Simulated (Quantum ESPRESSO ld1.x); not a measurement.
Sr²⁺ (Z = 38, 36 electrons) in the configuration [Kr]. All runs are scalar-relativistic and spherical, computed with Quantum ESPRESSO ld1.x 7.5. Wanted, and plotted below: the mean radius (bohr) of the 4p orbital by 6 methods.

The most compact is Slater X-alpha with alpha = 1 (1.483) and the most diffuse BLYP (1.551), a spread of 4.4 %. In order (bohr): Slater X-alpha with alpha = 1 (1.483), BP86 (1.547), LDA (VWN5) (1.547), revPBE (1.548), RPBE (1.549), BLYP (1.551).

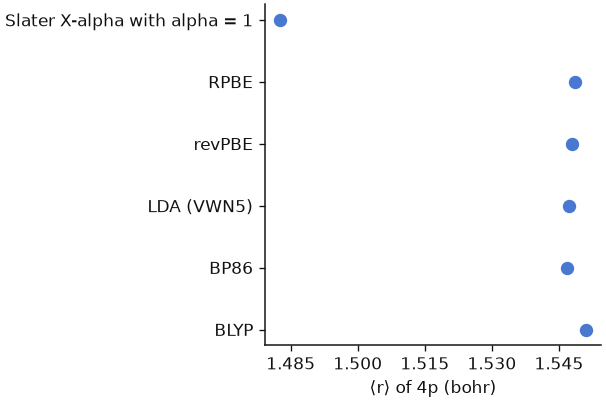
